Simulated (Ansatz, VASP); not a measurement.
**KBr: VASP beside Ansatz**

Aim: how closely do two programs agree when they are given the same cell, functional and k mesh? The cell is taken from a series of VASP runs on this material, whose earlier steps may have relaxed, scaled or displaced it; both programs get it as it stands. Other levels of theory on this material are compared in a session of their own. Valence electrons are named where the data sets of a main pair hold unlike numbers.

Calculated with Ansatz 0.2.0; plane waves, with VASP 6.6.1 beside it; band structure at r2SCAN, band structure at LDA, spin-orbit coupling and band structure at r2SCAN, spin-orbit coupling.

**1. The starting structure**

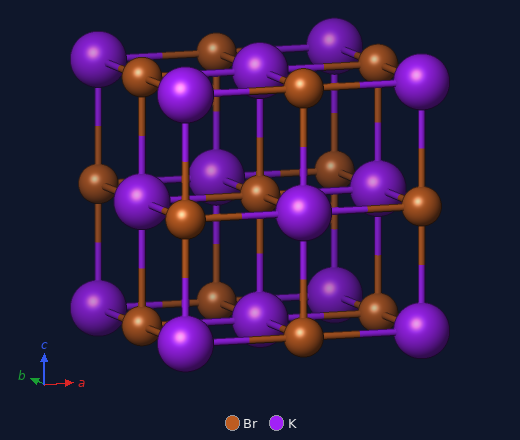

Start, viewed slightly off an axis; bromine orange, potassium purple. This picture shows the conventional cell, with its axes. Some periodic images of atoms are drawn too.

**2. VASP: band structure, r2SCAN**

Levels along a path test the potential and the projectors away from the mesh points.

Lines of VASP's logs that name or quote its potential files are left out, and so is its time.

The input, INCAR:

```
SYSTEM = KBr
PREC = Accurate
ENCUT = 350
EDIFF = 1E-06
NELM = 100
ISMEAR = 0
SIGMA = 0.03
LREAL = .FALSE.
ALGO = Normal
METAGGA = R2SCAN
LASPH = .TRUE.
NBANDS = 20
LORBIT = 11
LWAVE = .FALSE.
LCHARG = .FALSE.
KPAR = 4
```

The input, POSCAR:

```
KBr
1.0
    0.0000000000      3.2923500000      3.2923500000
    3.2923500000      0.0000000000      3.2923500000
    3.2923500000      3.2923500000      0.0000000000
Br K
1 1
Direct
    0.5000000000      0.5000000000      0.5000000000
    0.0000000000      0.0000000000      0.0000000000
```

The input, KPOINTS:

```
Automatic mesh
0
Gamma
6 6 6
0 0 0
```

The input, KPOINTS_OPT:

```
Line mode
10
Line-mode
Reciprocal
  0.00000000   0.00000000   0.00000000 GAMMA
  0.50000000   0.00000000   0.50000000 X

  0.50000000   0.00000000   0.50000000 X
  0.50000000   0.25000000   0.75000000 W

  0.50000000   0.25000000   0.75000000 W
  0.37500000   0.37500000   0.75000000 K

  0.37500000   0.37500000   0.75000000 K
  0.00000000   0.00000000   0.00000000 GAMMA

  0.00000000   0.00000000   0.00000000 GAMMA
  0.50000000   0.50000000   0.50000000 L

  0.50000000   0.50000000   0.50000000 L
  0.62500000   0.25000000   0.62500000 U

  0.62500000   0.25000000   0.62500000 U
  0.50000000   0.25000000   0.75000000 W

  0.50000000   0.25000000   0.75000000 W
  0.50000000   0.50000000   0.50000000 L

  0.50000000   0.50000000   0.50000000 L
  0.37500000   0.37500000   0.75000000 K

  0.62500000   0.25000000   0.62500000 U
  0.50000000   0.00000000   0.50000000 X
```

Potentials, in the order of the species: Br and K_sv (PBE family, release 64).

Launch:

```bash
> mpirun -np 4 vasp_std
```

Numbers of over 12 decimals in the logs are rounded to 6 here.

Output:

```text
[banner, memory and clock lines left out]
running    4 mpi-ranks, on    1 nodes
 distrk:  each k-point on    1 cores,    4 groups
 distr:  one band on    1 cores,    1 groups

 POSCAR found type information on POSCAR BrK
 POSCAR found :  2 types and       2 ions
|                                                                             |
|               ----> ADVICE to this user running VASP <----                  |
|                                                                             |
|     You enforced a specific xc type in the INCAR file but a different       |
|     [... a line on the potential file left out ...]
|     I HOPE YOU KNOW WHAT YOU ARE DOING!                                     |
|                                                                             |

 LDA part: xc-table for (None), standard interpolation
 POSCAR, INCAR and KPOINTS ok, starting setup
 FFT: planning ... GRIDC
 FFT: planning ... GRID_SOFT
 FFT: planning ... GRID
 WAVECAR not read
 entering main loop
       N       E                     dE             d eps       ncg     rms          rms(c)
DAV:   1     0.574485142124E+02    0.57449E+02   -0.53874E+03   640   0.533E+02
DAV:   2    -0.226137283106E+02   -0.80062E+02   -0.75339E+02   844   0.167E+02
DAV:   3    -0.268469545615E+02   -0.42332E+01   -0.42101E+01   876   0.320E+01
DAV:   4    -0.270125307639E+02   -0.16558E+00   -0.16544E+00   984   0.543E+00
DAV:   5    -0.270140245232E+02   -0.14938E-02   -0.14937E-02   840   0.573E-01    0.293E+00
DAV:   6    -0.232550129981E+02    0.37590E+01   -0.90756E-01  1040   0.631E+00    0.173E+00
DAV:   7    -0.232279584018E+02    0.27055E-01   -0.11300E-01   820   0.178E+00    0.847E-01
DAV:   8    -0.232382907821E+02   -0.10332E-01   -0.85297E-03   732   0.522E-01    0.450E-01
DAV:   9    -0.232444030575E+02   -0.61123E-02   -0.43855E-03   712   0.447E-01    0.128E-01
DAV:  10    -0.232443690449E+02    0.34013E-04   -0.52602E-05   828   0.447E-02    0.647E-02
DAV:  11    -0.232445092430E+02   -0.14020E-03   -0.11486E-04   724   0.657E-02    0.600E-03
DAV:  12    -0.232445093202E+02   -0.77229E-07   -0.80336E-07   816   0.531E-03
   1 F= -.23244509E+02 E0= -.23244509E+02  d E =-.110744E-12
 Start KPOINTS_OPT (optional k-point list driver)
k-point batch [1-16\100]
       N       E                     dE             ncg
DAV:   1    -0.164990787247E+04   -0.62636E+04      640
DAV:   2    -0.295136547193E+04   -0.13015E+04      792
DAV:   3    -0.301818203339E+04   -0.66817E+02      836
DAV:   4    -0.302097646489E+04   -0.27944E+01      976
DAV:   5    -0.302099482256E+04   -0.18358E-01      804
DAV:   6    -0.302099528637E+04   -0.46382E-03      944
DAV:   7    -0.302099528862E+04   -0.22489E-05      804
DAV:   8    -0.302099528865E+04   -0.23593E-07      572
[...]
k-point batch [97-100\100]
       N       E                     dE             ncg
DAV:   1     0.418079651112E+04   -0.20846E+04      160
DAV:   2     0.385040056248E+04   -0.33040E+03      212
DAV:   3     0.383469818970E+04   -0.15702E+02      200
DAV:   4     0.383423454422E+04   -0.46365E+00      244
DAV:   5     0.383423095678E+04   -0.35874E-02      188
DAV:   6     0.383423087573E+04   -0.81049E-04      232
DAV:   7     0.383423087541E+04   -0.32736E-06      172
```

From OUTCAR (step 2):

```text
ion  position               nearest neighbor table
   1  0.500  0.500  0.500-   2 3.29   2 3.29   2 3.29   2 3.29   2 3.29   2 3.29
   2  0.000  0.000  0.000-   1 3.29   1 3.29   1 3.29   1 3.29   1 3.29   1 3.29

  LATTYP: Found a face centered cubic cell.
 ALAT       =     6.5847000000

 Subroutine GETGRP returns: Found 48 space group operations
 (whereof 48 operations were pure point group operations)

The static configuration has the point symmetry O_h .

 Found     16 irreducible k-points:

   k-points           NKPTS =     16   k-points in BZ     NKDIM =     16   number of bands    NBANDS=     20

   dimension x,y,z NGX =    28 NGY =   28 NGZ =   28
   dimension x,y,z NGXF=    56 NGYF=   56 NGZF=   56

   ENCUT  =  350.0 eV  25.72 Ry    5.07 a.u.   7.10  7.10  7.10*2*pi/ulx,y,z

   NELECT =      16.0000    total number of electrons

 k-points in reciprocal lattice and weights: Automatic mesh
   0.00000000  0.00000000  0.00000000       0.005
   0.16666667  0.00000000  0.00000000       0.037
   0.33333333  0.00000000  0.00000000       0.037
   0.50000000  0.00000000  0.00000000       0.019
   0.16666667  0.16666667  0.00000000       0.028
   0.33333333  0.16666667  0.00000000       0.111
   0.50000000  0.16666667  0.00000000       0.111
  -0.33333333  0.16666667  0.00000000       0.111
  -0.16666667  0.16666667  0.00000000       0.056
[...]
-0.33333333  0.33333333  0.16666667       0.111
  -0.33333333  0.50000000  0.16666667       0.056

 average (electrostatic) potential at core
       1 -69.6495       2 -40.3924

 E-fermi :  -1.9809

 k-point     1 :       0.0000    0.0000    0.0000
  band No.  band energies     occupation
    ...
      4     -13.6950      2.00000
      5     -13.6950      2.00000
      6      -2.1199      2.00000
      7      -2.1199      2.00000
      8      -2.1199      2.00000
      9       2.9785      0.00000
     10       6.1151      0.00000
     11       6.1151      0.00000
     12       6.1151      0.00000
     13       7.1015      0.00000
    ...

 k-point     2 :       0.1667    0.0000    0.0000
  band No.  band energies     occupation
    ...
      4     -13.6961      2.00000
      5     -13.6264      2.00000
      6      -2.4780      2.00000
      7      -2.2084      2.00000
      8      -2.2084      2.00000
      9       3.6335      0.00000
     10       5.9356      0.00000
     11       6.4566      0.00000
     12       6.4567      0.00000
     13       7.4747      0.00000
    ...

 k-point     3 :       0.3333    0.0000    0.0000
  band No.  band energies     occupation
    ...
      4     -13.6985      2.00000
      5     -13.5017      2.00000
      6      -3.0549      2.00000
      7      -2.3751      2.00000
      8      -2.3751      2.00000
      9       4.6973      0.00000
     10       6.2171      0.00000
     11       7.3742      0.00000
     12       7.3742      0.00000
     13       8.4119      0.00000
    ...

  Total        0.0504321      0.0504321      0.0504321      0.0000000     -0.0000000     -0.0000000
  in kB        1.1320613      1.1320613      1.1320613      0.0000000     -0.0000000     -0.0000000
  external PRESSURE =       1.1320613 kB  Pullay stress =       0.0000000 kB

  energy-cutoff  :      350.00
  volume of cell :       71.38
      direct lattice vectors                 reciprocal lattice vectors
     0.000000000  3.292350000  3.292350000    -0.151867207  0.151867207  0.151867207
     3.292350000  0.000000000  3.292350000     0.151867207 -0.151867207  0.151867207
     3.292350000  3.292350000  0.000000000     0.151867207  0.151867207 -0.151867207

 POSITION                                       TOTAL-FORCE (eV/Angst)
 -----------------------------------------------------------------------------------
      3.29235      3.29235      3.29235         0.000000     -0.000000      0.000000
      0.00000      0.00000      0.00000        -0.000000      0.000000     -0.000000
 -----------------------------------------------------------------------------------
    total drift:                                0.000000      0.000000      0.000000

  FREE ENERGIE OF THE ION-ELECTRON SYSTEM (eV)
  ---------------------------------------------------
  free  energy   TOTEN  =       -23.2445093202 eV

  energy  without entropy=      -23.2445093202  energy(sigma->0) =      -23.24450932

 total charge
# of ion       s       p       d       tot
------------------------------------------
    1        1.593   3.337   0.001   4.931
    2        1.958   5.676   0.022   7.656
--------------------------------------------------
tot          3.551   9.013   0.023  12.587

[... 3 further parts left out ...]
```

The run ends at a pressure of 0.11 GPa.

**3. Ansatz: band structure, r2SCAN**

Ansatz runs on its default PAW (the set named soft_2) files.

The same cell, functional, mesh and smearing now go to Ansatz, which takes its cutoff from its data sets.

The input, input.yaml:

```yaml
crystal:
  lattice:
    - [0.0, 3.29235, 3.29235]
    - [3.29235, 0.0, 3.29235]
    - [3.29235, 3.29235, 0.0]
  atoms:
    - { symbol: Br, position: [0.5, 0.5, 0.5] }
    - { symbol: K, position: [0.0, 0.0, 0.0] }
hamiltonian:
  xc: r2scan
  pseudopotentials: { kind: paw }
kpoints:
  mp_grid: { grid: [6, 6, 6] }
  band_path:
    path:
      - [0.0, 0.0, 0.0]
      - [0.16667, 0.0, 0.16667]
      - [0.33333, 0.0, 0.33333]
      - [0.5, 0.0, 0.5]
      - [0.5, 0.08333, 0.58333]
      - [0.5, 0.19444, 0.69444]
      - [0.5, 0.25, 0.75]
      - [0.45833, 0.29167, 0.75]
      - [0.40278, 0.34722, 0.75]
      - [0.375, 0.375, 0.75]
      - [0.20833, 0.20833, 0.41667]
      - [0.08333, 0.08333, 0.16667]
      - [0.0, 0.0, 0.0]
      - [0.22222, 0.22222, 0.22222]
      - [0.38889, 0.38889, 0.38889]
      - [0.51389, 0.47222, 0.51389]
      - [0.55556, 0.38889, 0.55556]
      - [0.61111, 0.27778, 0.61111]
      - [0.61111, 0.25, 0.63889]
      - [0.56944, 0.25, 0.68056]
      - [0.51389, 0.25, 0.73611]
      - [0.5, 0.27778, 0.72222]
      - [0.5, 0.38889, 0.61111]
      - [0.5, 0.47222, 0.52778]
      - [0.48611, 0.48611, 0.52778]
      - [0.43056, 0.43056, 0.63889]
      - [0.38889, 0.38889, 0.72222]
      - [0.59722, 0.19444, 0.59722]
      - [0.55556, 0.11111, 0.55556]
      - [0.5, 0.0, 0.5]
    npoints: 1
scf:
  occupations: { method: gaussian, width: 0.03 }
  n_extra_bands: 7
output:
  forces: true
  stress: true
  eigenvalues: true
  write_density: true
  write_potential: true
  elf: true
  volumetric_format: npy
```

Launch:

```bash
> ansatz run input.yaml --threads 2 --pin off --max-ram 4608MiB --backend cpu --events-out ev --progress --plain --runs-dir out
```

Output:

```text
scf.n_extra_bands = 7 over 8 filled bands (N_el = 16.0): the run solves 15 bands
Engine: ansatz 0.2.0, aarch64-unknown-linux-gnu
Pseudopotentials: kind: paw
Pseudopotential: Br, paw, valence charge 7, recommended cutoff 500 eV (meta_gga), Br.paw.azcp
Pseudopotential: K, paw, valence charge 9, recommended cutoff 500 eV (meta_gga), K.paw.azcp
Functional definition: r2SCAN
  parameter k0 = 0.174
  parameter k1 = 0.065
  parameter a1 = 4.9479
  exchange = r2scan_x(k0 = k0, k1 = k1, a1 = a1)
  correlation = r2scan_c
Crystal: 2 atoms, lattice volume = 71.375 Å³
Basis set: ecut = 500 eV, 1837 PW (Γ), exchange–correlation on 144×144×144 points (64 copies of the dense FFT grid, shifted against one another)
Bands: 15, of which v1, the nominal top of the filled ones, is band 8 counted from 1 (7 counted from 0)
Symmetry: 48 space group operations
Space group: Fm-3m (ITA 225), of the structure as read, at distance tolerance 4.1e-5 Å
k-points: 16 of 216
Non-local potential: Br, projectors of the file, l = 0: 2, l = 1: 2, l = 2: 2
Non-local potential: K, projectors of the file, l = 0: 3, l = 1: 2, l = 2: 2
PAW form: soft (Blöchl's): semilocal exchange-correlation on the pseudo side does not see the compensation charge
PAW frozen core: Br, regenerated for the run's functional (the file was generated under x = pbe(κ = 0.804, μ = 0.219515), c = pbe(β = 0.066725))
PAW frozen core: K, regenerated for the run's functional (the file was generated under x = pbe(κ = 0.804, μ = 0.219515), c = pbe(β = 0.066725))
PAW one-centre angular grid: Br, 302 points (default); XC on 160 Gauss nodes
PAW one-centre angular grid: K, 302 points (default); XC on 160 Gauss nodes
Initial density: superposition of atomic densities (neutral atoms: chi_scale 0, normalization atom), corrected by the library's trained network
Initial wavefunctions: pseudopotential atomic-orbital guess
Functional: x = r2scan, c = r2scan; τ floored in thin density (d = 2e-4 eV/Å³)
SCF iter   1: F=—  HF=-4339.298909 eV  |F-HF|=—  |Δ(HF+E_count)|=         —  Δρ=2.47e-3  dr2=3.30e-3  dr2_τ=2.38e-3  ethr=1.77e-3  ⟨swp⟩=7.1  Hψ=1610  notcnv=0  defer=2
preconditioner: auto → none  [insulator: Δε(μ)=5.180 eV  Ē_g=16.763 eV  σ=0.030 eV  W_gap=1.00  n_scr=14 (ndim 8)  ℏωp=16.4 eV  f_vac=0.061  D(μ)=0.00/eV (n_scr^D=0)  ε∞_Penn≈2.0]
SCF iter   2: F=—  HF=-4339.312723 eV  |F-HF|=—  |Δ(HF+E_count)|=   1.38e-2  Δρ=1.06e-3  dr2=3.00e-4  dr2_τ=5.51e-5  ethr=2.06e-5  ⟨swp⟩=3.0  Hψ=621  notcnv=0  defer=23
SCF iter   3: F=—  HF=-4339.312809 eV  |F-HF|=—  |Δ(HF+E_count)|=   8.59e-5  Δρ=3.80e-4  dr2=3.75e-5  dr2_τ=5.18e-6  ethr=1.88e-6  ⟨swp⟩=2.3  Hψ=367  notcnv=0  defer=23
SCF iter   4: F=—  HF=-4339.312832 eV  |F-HF|=—  |Δ(HF+E_count)|=   2.33e-5  Δρ=7.07e-5  dr2=1.27e-6  dr2_τ=5.19e-7  ethr=2.35e-7  ⟨swp⟩=2.0  Hψ=327  notcnv=0  defer=23
iter 5 did not close the SCF: its close was put off for the readings that it lacked (scf_convergence_deferred on its scf_iter line)
SCF iter   5: F=-4339.312834 eV  HF=-4339.312834 eV  |F-HF|=2.19e-8  |Δ(HF+E_count)|=   1.63e-6  Δρ=5.96e-6  dr2=1.16e-8  dr2_τ=3.70e-9  ethr=7.95e-9  ⟨swp⟩=2.0  Hψ=331  notcnv=0  defer=23
SCF iter   6: F=-4339.312834 eV  HF=-4339.312834 eV  |F-HF|=2.67e-10  |Δ(HF+E_count)|=   2.59e-8  Δρ=7.47e-7  dr2=3.74e-10  dr2_τ=4.37e-11  ethr=7.25e-11  ⟨swp⟩=11.1  Hψ=1587  notcnv=0
SCF 1 converged in 6 iterations: F = -4339.312834 eV  dr2 = 3.74e-10
  greatest PAW one-centre occupation: 0.989 electrons in one spin orbital (limit 2), on the K atom at site 1 (counted from 0), in its partial waves of l = 0
NSCF: frozen V_eff on 30 k-points
SCF converged after 6 iterations
Free energy (F): -4339.312834 eV
Harris-Foulkes:  -4339.312834 eV  (|F-HF|=2.67e-10)
Internal energy: -4339.312834 eV  (E = F + TS)
E sigma→0 (E₀):  -4339.312834 eV
Fermi energy:    3.260361 eV
--- Per-component energies (eV) ---
  E_band       = -143.642215
  E_kinetic    = 388.996911
  E_local      = -835.469424  (includes V_loc(G=0)·N_el)
  E_nonlocal   = 82.416959
  E_hartree    = 270.686982
  E_xc         = -385.759145
  E_vxc        = -302.388607  (∫ρ·V_xc dr)
  E_paw        = -3057.986068  (= ΣΔE_a)
  E_vpaw       = -35.699759  (= ΣTr[D̂ρ^β])
  E_aug_tail   = -0.000002  (compensation charges beyond the density's cutoff)
  E_vtau       = 17.128060  (kinetic-family band-sum trace: ∫τ·v_τ [+ j·A + Jᵃ·Aᵃ] dr)
  E_ewald      = -801.844668
  E_core_change = -0.354379  (= ΣΔE_core)
  E_smearing   = -0.000000  (= −TS)
  E_closure    = -0.000000  (closes the sum)
  Σ components = -4339.312834   (vs F -4339.312834, Δ=0.00e0)
--- Forces (eV/Å), atoms counted from 1 ---
  atom   1  Br     0.00000000    -0.00000000    -0.00000000
  atom   2  K     -0.00000000     0.00000000    -0.00000000
  max |Σ_I F_I| component: 2.28e-29 eV/Å
--- Stress (GPa, compression-positive) ---
        0.181263      -0.000000       0.000000
       -0.000000       0.181263       0.000000
        0.000000       0.000000       0.181263
  P = ⅓ Tr σ = 0.1813 GPa (1.813 kbar)
--- Band table (eV; the first three rows and the last of 16) ---
  k-point 0: bands = [... 4 lower, -10.7912, 0.7117, 0.7117, 0.7117, 5.8088, 8.9474, 8.9474, 8.9474, ... 3 higher]
  k-point 1: bands = [... 4 lower, -10.7250, 0.3530, 0.6228, 0.6228, 6.4641, 8.7671, 9.2877, 9.2877, ... 3 higher]
  k-point 2: bands = [... 4 lower, -10.6031, -0.2247, 0.4552, 0.4552, 7.5266, 9.0493, 10.1992, 10.1992, ... 3 higher]
  k-point 15: bands = [... 4 lower, -10.7290, -0.0085, 0.2346, 0.2564, 7.8238, 9.5052, 9.6078, 10.8335, ... 3 higher]
```

The job ended after 5.2 s (2 threads of Arm Neoverse N1, shared host; peak memory 0.49 GiB).

**4. Comparison**

Known differences besides the potentials themselves: VASP keeps PBE cores, Ansatz makes them for the functional; the cutoff is 500 eV in Ansatz and 350 eV in VASP. Total energies have different zeros and are not compared.

Both answers:

| quantity | Ansatz | VASP | difference |
| --- | --- | --- | --- |
| pressure (GPa) | 0.18 | 0.11 | +0.07 |
| gap over the path points (eV) | 5.097 | 5.099 | -0.002 |

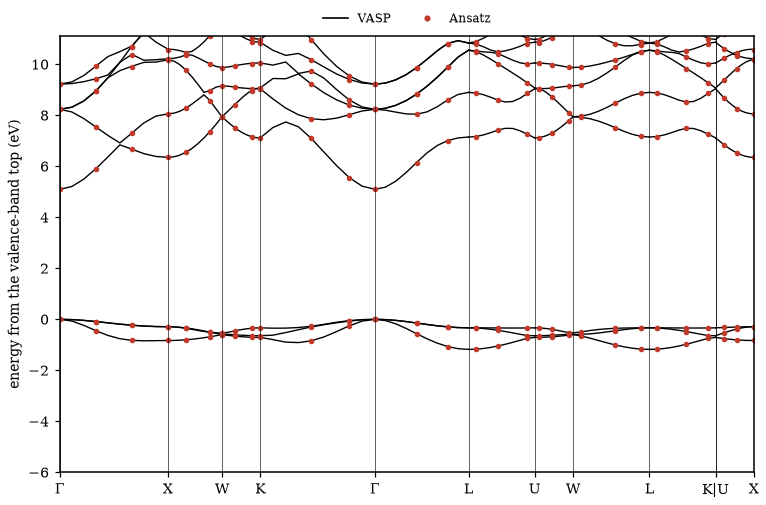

Bands from VASP (lines) and levels from Ansatz (dots). Dots without a line are higher empty bands that the VASP plot leaves out.

Levels at points of the path, from each program's valence-band top (eV; 3 filled, then empty):

| k (reciprocal lattice) | Ansatz | VASP |
| --- | --- | --- |
| 0.000 0.000 0.000 | 0.00 0.00 0.00 5.10 8.24 8.24 | 0.00 0.00 0.00 5.10 8.23 8.23 |
| 0.167 0.000 0.167 | -0.45 -0.09 -0.09 5.90 7.54 8.95 | -0.45 -0.09 -0.09 5.91 7.54 8.95 |
| 0.333 0.000 0.333 | -0.83 -0.23 -0.23 6.67 7.30 9.91 | -0.83 -0.23 -0.23 6.67 7.30 9.92 |
| 0.500 0.000 0.500 | -0.83 -0.29 -0.29 6.35 8.05 10.17 | -0.83 -0.29 -0.29 6.35 8.06 10.18 |
| 0.500 0.083 0.583 | -0.80 -0.35 -0.34 6.55 8.28 9.76 | -0.80 -0.35 -0.34 6.55 8.28 9.77 |
| 0.500 0.194 0.694 | -0.68 -0.51 -0.50 7.37 8.57 8.96 | -0.69 -0.51 -0.50 7.37 8.58 8.97 |
| 0.500 0.250 0.750 | -0.60 -0.60 -0.54 7.94 7.94 9.15 | -0.60 -0.60 -0.54 7.94 7.94 9.16 |
| 0.458 0.292 0.750 | -0.66 -0.61 -0.46 7.51 8.42 9.10 | -0.66 -0.61 -0.46 7.52 8.42 9.11 |
| 0.403 0.347 0.750 | -0.70 -0.64 -0.35 7.16 8.97 9.04 | -0.70 -0.64 -0.35 7.16 8.97 9.05 |
| 0.375 0.375 0.750 | -0.71 -0.64 -0.34 7.11 9.03 9.07 | -0.71 -0.64 -0.33 7.11 9.04 9.07 |

Among the levels compared at these points, filled levels agree within 2 meV and empty ones within 20 meV. Ansatz's pressure holds a Pulay correction of 0.02 GPa; VASP's holds none.

[end of part 1 of 3]

[Lines on the potential files, build, host, timing and source positions are cut from VASP's logs without a mark.]

[Logs are printed without paths, hosts, clocks, repeated set-up lines and the standing remarks that a program may print on its own settings, such as how far it seeks lower states.]

[Hosts, paths, dates, database ids (printed as entryN), source tags and the programs' standing remarks are cut or masked in the printed files.]
